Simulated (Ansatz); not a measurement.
InP (zinc blende)

```xyz
4
Lattice="0.0000 5.9073 5.9073 2.9537 0.0000 2.9537 2.9537 2.9537 0.0000" Properties=species:S:1:pos:R:3 pbc="T T T"
P      4.4305     4.4305     4.4305
P      4.4305     7.3841     7.3841
In     0.0000     0.0000     0.0000
In     2.9537     5.9073     2.9537
```

A phonon eigenvector at L = (0.5, 0.0, 0.0) is frozen into this cell: atom i moves by Q times the vector below, so Q is the largest atomic displacement, in Å. The cell is held. It is one choice among 2 degenerate patterns. (q is in reciprocal vectors of the primitive cell; the cell shown is doubled to hold the pattern.)

```tsv
atom	x	y	z
P1	-0.285	0.520	-0.805
P2	0.285	-0.520	0.805
In3	-0.067	0.122	-0.189
In4	0.067	-0.122	0.189
```

Computed with r2SCAN (plane waves to 500 eV, PAW, scalar-relativistic; Ansatz, an electronic-structure program). k mesh 5×10×10 (Γ-centred), Fermi-Dirac smearing 0.05 eV. The energy includes the smearing's −TS. InP was relaxed with its symmetry unable to fall. The PAW data are Ansatz's earlier set. ΔE is measured from the undisplaced structure.

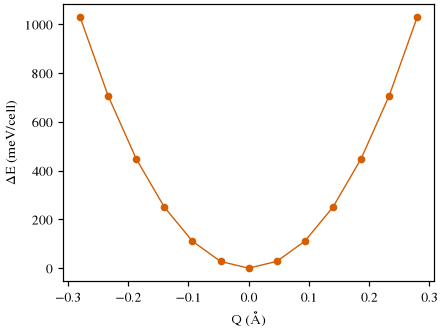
Figure. ΔE (meV/cell) against Q (Å); markers are the computed points, lines only join them.

Task: What is the energy change at Q = 0.280 Å?

Result: About 1000 meV/cell.

Task: What harmonic wavenumber does the curvature at Q = 0 give?

Result: About 300 cm⁻¹.

(For displaced atoms, the force is minus the slope of the energy, and its curvature is a force constant, which sets phonon frequencies.)
